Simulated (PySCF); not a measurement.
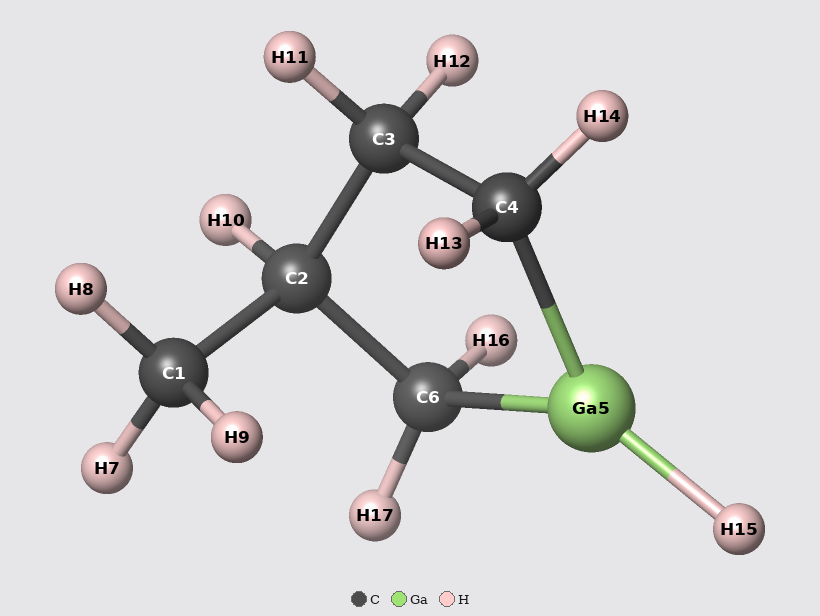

The computed structure is the end point of a PBE0-D3(BJ)/def2-SVP optimisation. No frequency run is at hand to confirm it as a minimum. Properties computed with delta-SCF UKS SCAN, pcX-2 on the ionised atom, pcseg-1 elsewhere, spin-free X2C (PySCF 2.14.0).

Give the core-electron binding energies (to vacuum) of C1 1s, C2 1s, C3 1s, C4 1s, C6 1s.

```csv
atom,level,binding energy (eV)
C1,1s,290.3
C2,1s,290.2
C3,1s,290.1
C4,1s,289.5
C6,1s,289.4
```
